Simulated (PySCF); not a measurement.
# CH3FO2Si: the cost of one run

Computed with PySCF 2.14.0, with density-fitted response routines of our own, on a single molecule in the gas phase. Atoms are numbered from 0 throughout.

### Step 1. Starting geometry

8 atoms, charge 0, multiplicity 1; geometry from: GFN2-xTB. The atoms were then displaced at random by about 0.01 Å, so the start is not that level's minimum.

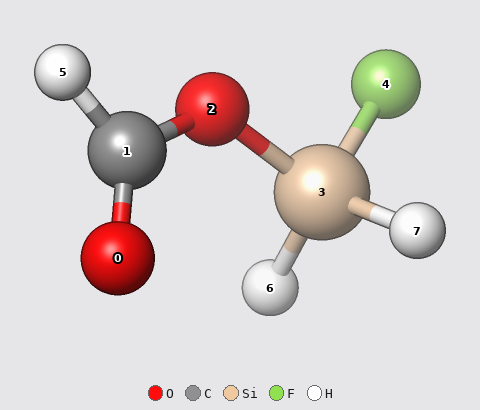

As it starts; oxygen red, carbon grey, silicon light orange, fluorine green, hydrogen white, atoms numbered; sticks join atoms by distance.

### Step 2. Geometry optimisation at PBE0-D3(BJ)/def2-SVP

The job: settings as JSON, then the geometry in Å.

```
{"job": {"xc": "PBE0", "basis": "def2-SVP", "d3": "d3bj", "grid": 1, "shake": 0.01, "kind": "geom"}, "charge": 0, "multiplicity": 1}
O      1.696170    -1.034810    -0.543140
C      1.509480     0.084470    -0.114050
O      0.336240     0.619040     0.192200
Si    -1.096730    -0.091910     0.062810
F     -2.029810     1.100830     0.602650
H      2.331920     0.805120     0.081540
H     -1.239240    -1.199830     0.995160
H     -1.452910    -0.302040    -1.329630
```

Command:

```sh
$ OMP_NUM_THREADS=1 python probes_run.py task.json out
```

One launch serves the whole session: the jobs run in the order shown.

**Question.** How long does this first job take on 1 thread of Arm Neoverse V1, shared host, and how much memory does it need?

About 24 s, with a peak of 0.38 GiB.
